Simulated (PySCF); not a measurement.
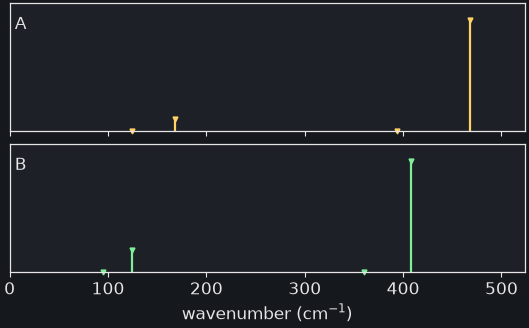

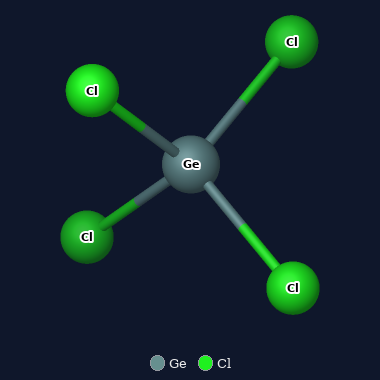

Harmonic infrared lines of GeCl₄ and SnCl₄, all Td singlets, each the lowest point that its search found (GeCl₄ is drawn); the central atom changes down one group of the periodic table. PBE0/def2-SVP (core potentials past Kr), PySCF 2.14.0, unscaled, no spin-orbit coupling; each panel is scaled to its strongest line, degenerate modes are one line with their intensities summed, and dots on the axis are modes too weak to show or inactive.

> Which panel belongs to which molecule?

A: GeCl₄ (strongest line 467.7 cm⁻¹); B: SnCl₄ (strongest line 408.4 cm⁻¹).

> How do the bond length and the stretches change along the series?

Mean bond length: GeCl₄ 2.126, SnCl₄ 2.317 Å, rising down the group. Highest t2 mode: GeCl₄ 468, SnCl₄ 408 cm⁻¹, falling down the group.

Limits of at least one run: double-zeta basis on some or all atoms; no scalar relativity.
